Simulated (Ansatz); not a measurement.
## Electronic structure of C2H5Zn (SMILES [CH2-][Zn][CH3]) (charge −1) in real space

```json
{"atom": "C", "x (Å)": "-1.9518", "y (Å)": "-2.6237", "z (Å)": "-2.8576"}
{"atom": "C", "x (Å)": "-2.0084", "y (Å)": "-1.5004", "z (Å)": "0.8046"}
{"atom": "Zn", "x (Å)": "-1.9814", "y (Å)": "-2.0730", "z (Å)": "-1.0967"}
{"atom": "H", "x (Å)": "-2.5923", "y (Å)": "-3.4229", "z (Å)": "-3.2619"}
{"atom": "H", "x (Å)": "-1.2917", "y (Å)": "-2.1912", "z (Å)": "-3.6254"}
{"atom": "H", "x (Å)": "-2.5634", "y (Å)": "-0.5627", "z (Å)": "0.9781"}
{"atom": "H", "x (Å)": "-0.9917", "y (Å)": "-1.3549", "z (Å)": "1.2108"}
{"atom": "H", "x (Å)": "-2.4822", "y (Å)": "-2.2699", "z (Å)": "1.4410"}
```

Geometry: PBE0-D3(BJ)/def2-SVPD; the highest occupied orbital lies above zero, a sign that basis and functional describe the outermost electron poorly.

All numbers below come from Ansatz, isolated molecule in a Gaussian basis; Kohn-Sham density functional theory, functional PBE0.

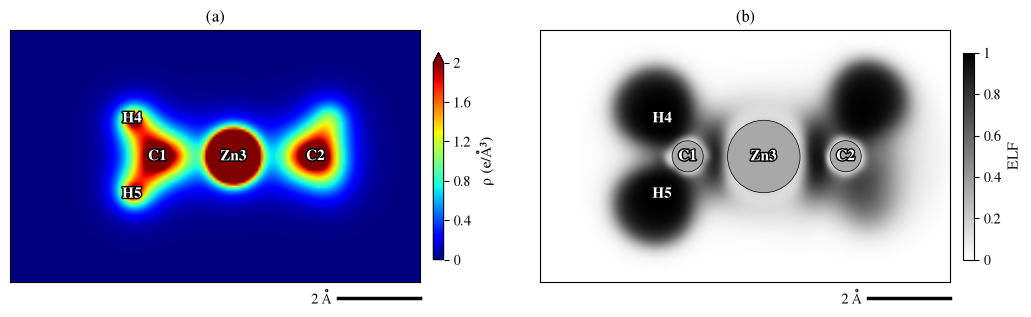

Figure 1. (a) total electron density; (b) electron localisation function on the plane of atoms Zn3, C1 and H4. Grey discs cover the atomic cores in the ELF map.

What does the map show?

Answer. Atoms in the plane: C, Zn and H.
C–Zn (1.85 Å): ρ is about 0.91 e/Å³ halfway; the ELF peaks at about 0.85 in the valence shell of C, 0.7 Å from its nucleus, and is about 0.35 at the midpoint.
C–H (1.10 Å): ρ at the midpoint is about 1.8 e/Å³; the ELF climbs to about 1 towards the hydrogen, as it does in any bond to H (a covalent bond by its length).
C–Zn (1.99 Å): ρ is about 0.71 e/Å³ halfway; the ELF peaks at about 0.90 in the valence shell of C, 0.6 Å from its nucleus, and is about 0.40 at the midpoint.

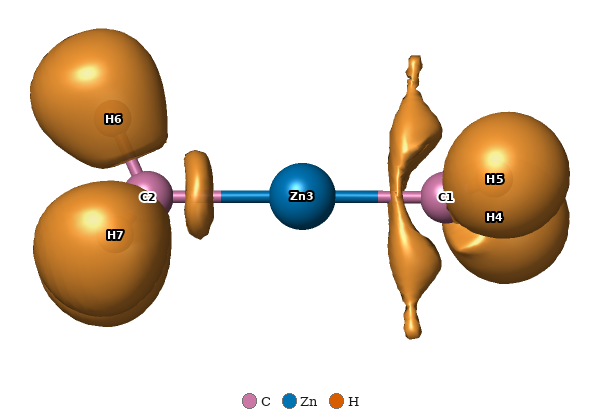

Figure 2. Isosurface of the electron localisation function at 0.8 (orange), seen from one side. Only the valence region is drawn (cores and ρ < 0.01 e/Å³ removed).

Identify the bonds, lone pairs and shells in this picture.

Answer. At this value the surface marks out five regions around hydrogen nuclei and two lobes of the valence shell of C pointing towards Zn (polar bonds).

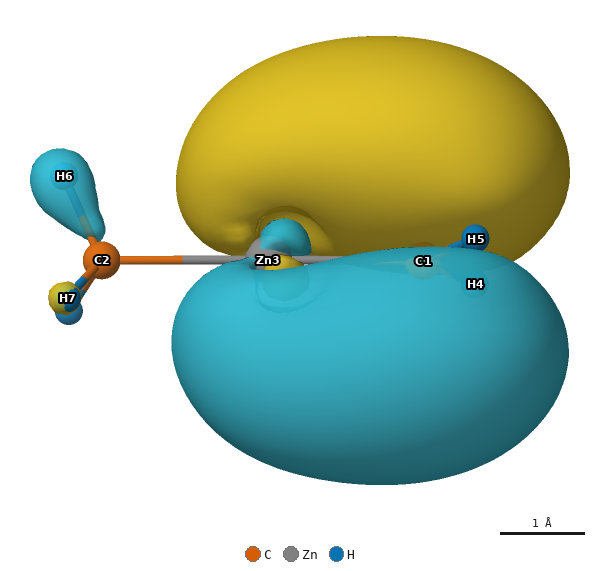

Figure 3. The HOMO at ±0.05 Å⁻³ᐟ² (yellow and cyan are the two phases), seen from one side.

What is the character of this orbital?

Answer. It lies mainly on C1 (about 55 %), Zn3 (about 30 %), H5 (about 5 %) and H4 (about 5 %). Its energy is 0.86 eV.
